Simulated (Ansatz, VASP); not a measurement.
## Cross-check of SbAs between VASP and Ansatz

Wanted: the spread between two codes on one cell, functional and k mesh. The cell is generated by rule, not measured, and may not be a known phase. The cell comes out of the VASP series on this material, whose earlier steps may have relaxed, scaled or displaced it; both programs get it as it stands.

Main program and level: Ansatz 0.2.0; plane waves, with VASP 6.6.1 beside it; band structure at PBEsol and band structure at PBEsol, spin-orbit coupling.

The structure was built from a prototype and need not be the compound's stable phase.

## (1) Set-up

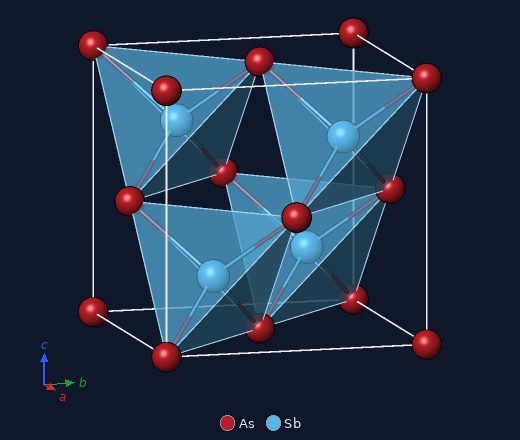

The starting structure, seen slightly off an axis (arsenic red, antimony blue). This picture shows the conventional cell, with its axes. Bonds to atoms that aren't drawn are left out. Some periodic images of atoms are drawn too.

## (2) Ansatz: band structure, PBEsol

Ansatz runs on its default PAW (the set named soft_2) files.

The same path points are solved in both programs, so levels can be compared one by one.

input.yaml reads:

```yaml
crystal:
  lattice:
    - [0.0, 3.01377, 3.01377]
    - [3.01377, 0.0, 3.01377]
    - [3.01377, 3.01377, 0.0]
  atoms:
    - { symbol: As, position: [0.0, 0.0, 0.0] }
    - { symbol: Sb, position: [0.25, 0.25, 0.25] }
hamiltonian:
  xc: pbesol
  pseudopotentials: { kind: paw }
kpoints:
  mp_grid: { grid: [12, 12, 12] }
  band_path:
    path:
      - [0.0, 0.0, 0.0]
      - [0.17391, 0.0, 0.17391]
      - [0.34783, 0.0, 0.34783]
      - [0.5, 0.0, 0.5]
      - [0.5, 0.08696, 0.58696]
      - [0.5, 0.18478, 0.68478]
      - [0.49457, 0.25543, 0.75]
      - [0.45109, 0.29891, 0.75]
      - [0.40761, 0.34239, 0.75]
      - [0.34239, 0.34239, 0.68478]
      - [0.21196, 0.21196, 0.42391]
      - [0.08152, 0.08152, 0.16304]
      - [0.04348, 0.04348, 0.04348]
      - [0.23913, 0.23913, 0.23913]
      - [0.41304, 0.41304, 0.41304]
      - [0.5163, 0.46739, 0.5163]
      - [0.55978, 0.38043, 0.55978]
      - [0.6087, 0.28261, 0.6087]
      - [0.60326, 0.25, 0.64674]
      - [0.55978, 0.25, 0.69022]
      - [0.5163, 0.25, 0.7337]
      - [0.5, 0.30435, 0.69565]
      - [0.5, 0.3913, 0.6087]
      - [0.5, 0.47826, 0.52174]
      - [0.47283, 0.47283, 0.55435]
      - [0.42391, 0.42391, 0.65217]
      - [0.38043, 0.38043, 0.73913]
      - [0.59239, 0.18478, 0.59239]
      - [0.54891, 0.09783, 0.54891]
      - [0.5, 0.0, 0.5]
    npoints: 1
scf:
  occupations: { method: gaussian, width: 0.02 }
  n_extra_bands: 7
output:
  forces: true
  stress: true
  eigenvalues: true
  write_density: true
  write_potential: true
  elf: true
  volumetric_format: npy
```

Started as:

```console
$ ansatz run input.yaml --threads 2 --pin off --max-ram 4608MiB --backend cpu --events-out ev --progress --plain --runs-dir out
```

Numbers of over 12 decimals in the logs are rounded to 6 here.

The program printed:

```text
scf.n_extra_bands = 7 over 15 filled bands (N_el = 30.0): the run solves 22 bands
Engine: ansatz 0.2.0, x86_64-unknown-linux-gnu
Pseudopotentials: kind: paw
Pseudopotential: As, paw, valence charge 15, recommended cutoff 420 eV (normal), As.paw.azcp
Pseudopotential: Sb, paw, valence charge 15, recommended cutoff 420 eV (normal), Sb.paw.azcp
Functional definition: PBEsol
  exchange = pbesol_x
  correlation = pbesol_c
Crystal: 2 atoms, lattice volume = 54.747 Å³
Basis set: ecut = 420 eV, 1067 PW (Γ), exchange–correlation on 60×60×60 points (8 copies of the dense FFT grid, shifted against one another)
Bands: 22, of which v1, the nominal top of the filled ones, is band 15 counted from 1 (14 counted from 0)
Symmetry: 24 space group operations
Space group: F-43m (ITA 216), of the structure as read, at distance tolerance 3.8e-5 Å
k-points: 72 of 1728 (time reversal used)
Non-local potential: As, projectors of the file, l = 0: 2, l = 1: 2, l = 2: 3, l = 3: 1
Non-local potential: Sb, projectors of the file, l = 0: 2, l = 1: 2, l = 2: 2, l = 3: 2
PAW form: soft (Blöchl's): semilocal exchange-correlation on the pseudo side does not see the compensation charge
PAW frozen core: As, regenerated for the run's functional, and the local potential with it (the file was generated under x = pbe(κ = 0.804, μ = 0.219515), c = pbe(β = 0.066725))
PAW frozen core: Sb, regenerated for the run's functional, and the local potential with it (the file was generated under x = pbe(κ = 0.804, μ = 0.219515), c = pbe(β = 0.066725))
PAW one-centre angular grid: As, 590 points (default); XC on 64 Gauss nodes
PAW one-centre angular grid: Sb, 590 points (default); XC on 64 Gauss nodes
Initial density: superposition of atomic densities (neutral atoms: chi_scale 0, normalization atom), corrected by the library's trained network
Initial wavefunctions: pseudopotential atomic-orbital guess
Functional: x = pbesol(κ = 0.804, μ = 0.123457), c = pbesol(β = 0.046)
SCF iter   1: F=—  HF=-11220.003437 eV  |F-HF|=—  |Δ(HF+E_count)|=         —  Δρ=2.42e-3  dr2=4.66e-3  ethr=1.77e-3  ⟨swp⟩=6.6  Hψ=8407  notcnv=0
preconditioner: auto → none  [insulator: Δε(μ)=0.222 eV  Ē_g=11.857 eV  σ=0.020 eV  W_gap=0.92  n_scr=14 (ndim 8)  ℏωp=15.9 eV  f_vac=0.030  D(μ)=0.48/eV (n_scr^D=0)  ε∞_Penn≈2.8]
SCF iter   2: F=—  HF=-11220.001041 eV  |F-HF|=—  |Δ(HF+E_count)|=   2.40e-3  Δρ=1.33e-3  dr2=6.45e-4  ethr=1.55e-5  ⟨swp⟩=2.8  Hψ=3438  notcnv=0  defer=145
SCF iter   3: F=—  HF=-11220.000913 eV  |F-HF|=—  |Δ(HF+E_count)|=   1.28e-4  Δρ=4.58e-4  dr2=1.09e-4  ethr=2.15e-6  ⟨swp⟩=2.0  Hψ=2504  notcnv=0  defer=145
SCF iter   4: F=—  HF=-11220.000913 eV  |F-HF|=—  |Δ(HF+E_count)|=   3.89e-7  Δρ=1.45e-4  dr2=5.96e-6  ethr=3.63e-7  ⟨swp⟩=2.1  Hψ=1797  notcnv=0  defer=145
SCF iter   5: F=—  HF=-11220.000914 eV  |F-HF|=—  |Δ(HF+E_count)|=   1.90e-6  Δρ=5.67e-5  dr2=1.08e-6  ethr=1.99e-8  ⟨swp⟩=2.0  Hψ=2524  notcnv=0  defer=145
SCF iter   6: F=-11220.000913 eV  HF=-11220.000913 eV  |F-HF|=4.72e-8  |Δ(HF+E_count)|=   1.08e-6  Δρ=1.29e-5  dr2=5.33e-8  ethr=3.33e-10  ⟨swp⟩=10.7  Hψ=10942  notcnv=0
SCF 1 converged in 6 iterations: F = -11220.000913 eV  dr2 = 5.33e-8
  greatest PAW one-centre occupation: 0.999 electrons in one spin orbital (limit 2), on the As atom at site 0 (counted from 0), in its partial waves of l = 2
NSCF: frozen V_eff on 30 k-points
SCF converged after 6 iterations
Free energy (F): -11220.000913 eV
Harris-Foulkes:  -11220.000913 eV  (|F-HF|=4.72e-8)
Internal energy: -11220.000820 eV  (E = F + TS)
E sigma→0 (E₀):  -11220.000867 eV
Entropy (-TS):   -0.000093 eV (-0.047 meV/atom)
Fermi energy:    9.704174 eV
--- Per-component energies (eV) ---
  E_band       = -433.148955
  E_kinetic    = 314.213205
  E_local      = -3648.352096  (includes V_loc(G=0)·N_el)
  E_nonlocal   = -304.451477
  E_hartree    = 1821.818689
  E_xc         = -217.954795
  E_vxc        = -178.023678  (∫ρ·V_xc dr)
  E_paw        = -6291.063695  (= ΣΔE_a)
  E_vpaw       = -260.186845  (= ΣTr[D̂ρ^β])
  E_aug_tail   = 0.000006  (compensation charges beyond the density's cutoff)
  E_ewald      = -2895.508943
  E_core_change = 1.298286  (= ΣΔE_core)
  E_smearing   = -0.000093  (= −TS)
  E_closure    = -0.000000  (closes the sum)
  Σ components = -11220.000913   (vs F -11220.000913, Δ=0.00e0)
--- Forces (eV/Å), atoms counted from 1 ---
  atom   1  As    -0.00000000    -0.00000000    -0.00000000
  atom   2  Sb     0.00000000    -0.00000000    -0.00000000
  max |Σ_I F_I| component: 1.09e-15 eV/Å
--- Stress (GPa, compression-positive) ---
       12.228116       0.000000      -0.000000
       -0.000000      12.228116       0.000000
       -0.000000       0.000000      12.228116
  P = ⅓ Tr σ = 12.2281 GPa (122.281 kbar)
--- Band table (eV; the first three rows and the last of 72) ---
  k-point 0: bands = [... 11 lower, 5.0881, 7.1079, 7.1079, 7.1079, 10.0145, 10.0145, 10.0145, 13.9577, ... 3 higher]
  k-point 1: bands = [... 11 lower, 4.5177, 6.9946, 6.9946, 7.3553, 10.1750, 10.1750, 10.1909, 14.3263, ... 3 higher]
  k-point 2: bands = [... 11 lower, 3.4217, 6.7338, 6.7338, 7.4929, 10.5449, 10.5449, 10.8549, 15.1365, ... 3 higher]
  k-point 71: bands = [... 11 lower, -0.8223, 4.2064, 4.2338, 10.8360, 11.0261, 11.8023, 12.6997, 16.6225, ... 3 higher]
```

Wall time 2.8 s (2 threads of Intel Xeon 6975P-C (Granite Rapids), shared host); peak memory 0.46 GiB; 5.3 s of CPU time.

## (3) VASP: band structure, PBEsol

The same cell, functional, mesh and smearing now go to VASP, with its own data sets and cutoff.

Lines of VASP's logs that name or quote its potential files are left out, and so is its time.

INCAR reads:

```
SYSTEM = SbAs
PREC = Accurate
ENCUT = 400
EDIFF = 1E-06
NELM = 100
ISMEAR = 0
SIGMA = 0.02
LREAL = .FALSE.
ALGO = Normal
GGA = PS
NBANDS = 17
LORBIT = 11
LWAVE = .FALSE.
LCHARG = .FALSE.
KPAR = 4
ISIF = 2
```

POSCAR reads:

```
SbAs
1.0
    0.0000000000      3.0137700000      3.0137700000
    3.0137700000      0.0000000000      3.0137700000
    3.0137700000      3.0137700000      0.0000000000
As Sb
1 1
Direct
    0.0000000000      0.0000000000      0.0000000000
    0.2500000000      0.2500000000      0.2500000000
```

KPOINTS reads:

```
Automatic mesh
0
Gamma
12 12 12
0 0 0
```

KPOINTS_OPT reads:

```
Line mode
24
Line-mode
Reciprocal
  0.00000000   0.00000000   0.00000000 GAMMA
  0.50000000   0.00000000   0.50000000 X

  0.50000000   0.00000000   0.50000000 X
  0.50000000   0.25000000   0.75000000 W

  0.50000000   0.25000000   0.75000000 W
  0.37500000   0.37500000   0.75000000 K

  0.37500000   0.37500000   0.75000000 K
  0.00000000   0.00000000   0.00000000 GAMMA

  0.00000000   0.00000000   0.00000000 GAMMA
  0.50000000   0.50000000   0.50000000 L

  0.50000000   0.50000000   0.50000000 L
  0.62500000   0.25000000   0.62500000 U

  0.62500000   0.25000000   0.62500000 U
  0.50000000   0.25000000   0.75000000 W

  0.50000000   0.25000000   0.75000000 W
  0.50000000   0.50000000   0.50000000 L

  0.50000000   0.50000000   0.50000000 L
  0.37500000   0.37500000   0.75000000 K

  0.62500000   0.25000000   0.62500000 U
  0.50000000   0.00000000   0.50000000 X
```

PAW data sets: As and Sb (PBE family, release 64).

Started as:

```console
$ mpirun -np 4 vasp_std
```

The program printed:

```text
[banner, memory and clock lines left out]
running    4 mpi-ranks, on    1 nodes
 distrk:  each k-point on    1 cores,    4 groups
 distr:  one band on    1 cores,    1 groups

 POSCAR found type information on POSCAR AsSb
 POSCAR found :  2 types and       2 ions
|                                                                             |
|               ----> ADVICE to this user running VASP <----                  |
|                                                                             |
|     You enforced a specific xc type in the INCAR file but a different       |
|     [... a line on the potential file left out ...]
|     I HOPE YOU KNOW WHAT YOU ARE DOING!                                     |
|                                                                             |

 LDA part: xc-table for (Slater+PW92), standard interpolation
 POSCAR, INCAR and KPOINTS ok, starting setup
 FFT: planning ... GRIDC
 FFT: planning ... GRID_SOFT
 FFT: planning ... GRID
 WAVECAR not read
 entering main loop
       N       E                     dE             d eps       ncg     rms          rms(c)
DAV:   1     0.200112614128E+02    0.20011E+02   -0.31466E+03  2448   0.386E+02
DAV:   2    -0.742706486617E+01   -0.27438E+02   -0.26264E+02  3257   0.791E+01
DAV:   3    -0.864747333307E+01   -0.12204E+01   -0.12154E+01  2942   0.150E+01
DAV:   4    -0.865604680254E+01   -0.85735E-02   -0.85727E-02  3176   0.159E+00
DAV:   5    -0.865614626079E+01   -0.99458E-04   -0.99457E-04  3040   0.172E-01    0.438E+00
DAV:   6    -0.856453965377E+01    0.91607E-01   -0.16685E-01  2742   0.110E+00    0.265E+00
DAV:   7    -0.854799530211E+01    0.16544E-01   -0.53462E-02  3119   0.751E-01    0.746E-01
DAV:   8    -0.854649211084E+01    0.15032E-02   -0.56998E-03  2775   0.279E-01    0.930E-02
DAV:   9    -0.854649362903E+01   -0.15182E-05   -0.48776E-04  3002   0.937E-02    0.176E-02
DAV:  10    -0.854648971868E+01    0.39104E-05   -0.26744E-05  2857   0.201E-02    0.114E-02
DAV:  11    -0.854648785844E+01    0.18602E-05   -0.46655E-06  2993   0.710E-03    0.319E-03
DAV:  12    -0.854648782935E+01    0.29088E-07   -0.39663E-07  1519   0.307E-03
   1 F= -.85464878E+01 E0= -.85464403E+01  d E =-.950905E-04
 Start KPOINTS_OPT (optional k-point list driver)
k-point batch [1-72\240]
       N       E                     dE             ncg
DAV:   1     0.172439132234E+04   -0.16397E+05     2448
DAV:   2    -0.184292913694E+03   -0.19087E+04     3323
DAV:   3    -0.264891184769E+03   -0.80598E+02     2861
DAV:   4    -0.265476304544E+03   -0.58512E+00     3359
DAV:   5    -0.265483489562E+03   -0.71850E-02     3167
DAV:   6    -0.265483625237E+03   -0.13568E-03     3194
DAV:   7    -0.265483628193E+03   -0.29564E-05     2944
DAV:   8    -0.265483628398E+03   -0.20421E-06     2361
[...]
k-point batch [217-240\240]
       N       E                     dE             ncg
DAV:   1     0.137969977499E+05   -0.67880E+04      816
DAV:   2     0.131774260993E+05   -0.61957E+03     1088
DAV:   3     0.131528235412E+05   -0.24603E+02     1010
DAV:   4     0.131526335242E+05   -0.19002E+00     1039
DAV:   5     0.131526307647E+05   -0.27595E-02     1072
DAV:   6     0.131526307063E+05   -0.58398E-04     1015
DAV:   7     0.131526307049E+05   -0.14689E-05     1064
DAV:   8     0.131526307048E+05   -0.47403E-07      670
```

From OUTCAR (step 3):

```text
ion  position               nearest neighbor table
   1  0.000  0.000  0.000-   2 2.61   2 2.61   2 2.61   2 2.61
   2  0.250  0.250  0.250-   1 2.61   1 2.61   1 2.61   1 2.61

  LATTYP: Found a face centered cubic cell.
 ALAT       =     6.0275400000

 Subroutine GETGRP returns: Found 24 space group operations
 (whereof 24 operations were pure point group operations)

The static configuration has the point symmetry T_d .

 Found     72 irreducible k-points:

   k-points           NKPTS =     72   k-points in BZ     NKDIM =     72   number of bands    NBANDS=     17

   dimension x,y,z NGX =    28 NGY =   28 NGZ =   28
   dimension x,y,z NGXF=    56 NGYF=   56 NGZF=   56

   ENCUT  =  400.0 eV  29.40 Ry    5.42 a.u.   6.95  6.95  6.95*2*pi/ulx,y,z

   NELECT =      10.0000    total number of electrons

 k-points in reciprocal lattice and weights: Automatic mesh
   0.00000000  0.00000000  0.00000000       0.001
   0.08333333  0.00000000  0.00000000       0.005
   0.16666667  0.00000000  0.00000000       0.005
   0.25000000  0.00000000  0.00000000       0.005
   0.33333333  0.00000000  0.00000000       0.005
   0.41666667  0.00000000  0.00000000       0.005
   0.50000000  0.00000000  0.00000000       0.002
   0.08333333  0.08333333  0.00000000       0.003
   0.16666667  0.08333333  0.00000000       0.014
[...]
-0.33333333  0.50000000  0.16666667       0.007
  -0.25000000  0.50000000  0.25000000       0.003

 average (electrostatic) potential at core
       1 -49.0852       2 -87.0888

 E-fermi :   6.0950

 k-point     1 :       0.0000    0.0000    0.0000
  band No.  band energies     occupation
      1      -8.4313      2.00000
      2       1.5125      2.00000
      3       3.4914      2.00000
      4       3.4914      2.00000
      5       3.4914      2.00000
      6       6.3972      0.00000
      7       6.3972      0.00000
      8       6.3972      0.00000
      9      10.3427      0.00000
     10      13.1177      0.00000
    ...

 k-point     2 :       0.0833    0.0000    0.0000
  band No.  band energies     occupation
      1      -8.3626      2.00000
      2       0.9307      2.00000
      3       3.3775      2.00000
      4       3.3775      2.00000
      5       3.7470      2.00000
      6       6.5583      0.00000
      7       6.5583      0.00000
      8       6.5756      0.00000
      9      10.7114      0.00000
     10      12.7089      0.00000
    ...

 k-point     3 :       0.1667    0.0000    0.0000
  band No.  band energies     occupation
      1      -8.1606      2.00000
      2      -0.1774      2.00000
      3       3.1155      2.00000
      4       3.1155      2.00000
      5       3.8881      2.00000
      6       6.9289      0.00000
      7       6.9289      0.00000
      8       7.2447      0.00000
      9      11.5212      0.00000
     10      12.2632      0.00000
    ...

  Total        4.3205551      4.3205551      4.3205551      0.0000000      0.0000000      0.0000000
  in kB      126.4415510    126.4415510    126.4415510      0.0000000      0.0000000      0.0000000
  external PRESSURE =     126.4415510 kB  Pullay stress =       0.0000000 kB

  energy-cutoff  :      400.00
  volume of cell :       54.75
      direct lattice vectors                 reciprocal lattice vectors
     0.000000000  3.013770000  3.013770000    -0.165905162  0.165905162  0.165905162
     3.013770000  0.000000000  3.013770000     0.165905162 -0.165905162  0.165905162
     3.013770000  3.013770000  0.000000000     0.165905162  0.165905162 -0.165905162

 POSITION                                       TOTAL-FORCE (eV/Angst)
 -----------------------------------------------------------------------------------
      0.00000      0.00000      0.00000        -0.000000     -0.000000     -0.000000
      1.50689      1.50689      1.50689         0.000000      0.000000      0.000000
 -----------------------------------------------------------------------------------
    total drift:                                0.000000      0.000000      0.000000

  FREE ENERGIE OF THE ION-ELECTRON SYSTEM (eV)
  ---------------------------------------------------
  free  energy   TOTEN  =        -8.5464878294 eV

  energy  without entropy=       -8.5463927388  energy(sigma->0) =       -8.54644028

 total charge
# of ion       s       p       d       tot
------------------------------------------
    1        1.333   1.429   0.053   2.814
    2        1.243   1.165   0.062   2.471
--------------------------------------------------
tot          2.576   2.594   0.115   5.285

[... 3 further parts left out ...]
```

The run ends at a pressure of 12.64 GPa.

## (4) Comparison

Known differences besides the PAW data sets themselves: the data sets hold 30 valence electrons in Ansatz (default PAW (the set named soft_2) files) and 10 in VASP; the cutoff is 420 eV in Ansatz and 400 eV in VASP; Ansatz makes its cores anew for this functional, VASP keeps those of its PBE data sets; VASP leaves aspherical gradient terms in its spheres out (LASPH is not set), Ansatz keeps them. Total energies have different zeros and are not compared.

Compared:

```csv
quantity,Ansatz,VASP,difference
pressure (GPa),12.23,12.64,-0.42
```

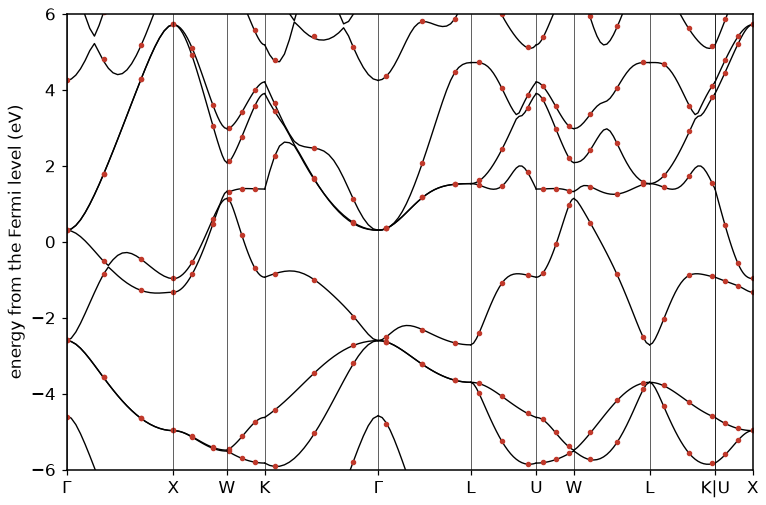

Bands from VASP (lines) and levels from Ansatz (dots). Dots without a line are higher empty bands that the VASP plot leaves out.

Levels from 3 eV below to 2 eV above the Fermi level differ by 6 meV r.m.s. and 11 meV at most; each VASP level is matched to the nearest of Ansatz, which flatters the figure a little.

(Part 1 of 2 ends here.)

[Lines on the potential files, build, host, timing and source positions are cut from VASP's logs without a mark.]

[Logs are printed without paths, hosts, clocks, repeated set-up lines and the standing remarks that a program may print on its own settings, such as how far it seeks lower states.]

[Hosts, paths, dates, database ids (printed as entryN), source tags and the programs' standing remarks are cut or masked in the printed files.]
